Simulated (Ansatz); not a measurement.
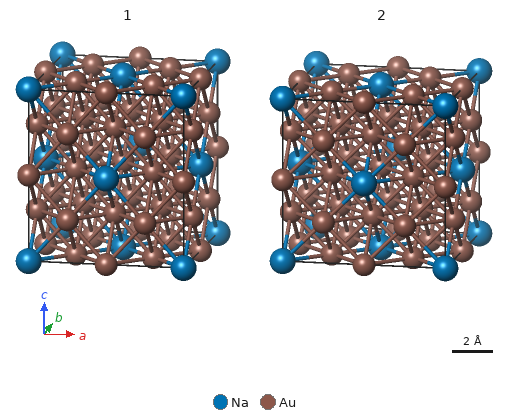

Two geometries of a crystal of NaAu$_{7}$ (a generated structure, set up in Fmmm), drawn at one scale. One is the start of a relaxation, the other its converged end. A ball-and-stick model of the conventional cell (4 times the calculation's cell), seen slightly off an axis. Lengths and directions refer to the drawn axes.

The calculation used DFT PBE, scalar-relativistic, plane waves, PAW (Ansatz). Set-up: plane-wave cutoff 420 eV; k-point mesh 8 × 8 × 8; occupations gaussian; smearing width 0.1 eV; no spin polarisation; cell and atoms relaxed; force threshold 0.01 eV/Å; at most 80 steps.

Question: Which geometry has the lower energy?

Answer: Structure 2 is the relaxed one. The energy falls by 54.2 meV per cell of the calculation in 4 accepted moves (5 points after the start). All forces vanish by symmetry, so only the cell relaxes. Pressure: −0.39 GPa at the start and −0.01 GPa at the end. At 1 point the geometry stayed and the basis and grid were re-selected for the new cell (energy shift of 0.2 meV per cell of the calculation at most each time). The atoms keep their places relative to the cell (all moves are under 0.005 Å). The volume changes by −0.5 %, with a 7.940 → 8.337 Å (+5.0 %), b 8.329 → 8.343 Å (+0.2 %), c 8.819 → 8.339 Å (−5.4 %). Near-neighbour distances that change, for instance: Au–Au 3.033 → 2.949 Å, Au–Na 3.033 → 2.949 Å, Au–Na 2.877 → 2.949 Å, Au–Au 2.877 → 2.949 Å. The space group (tolerance 0.01 Å) goes from Fmmm (No. 69) to Fm-3m (No. 225).
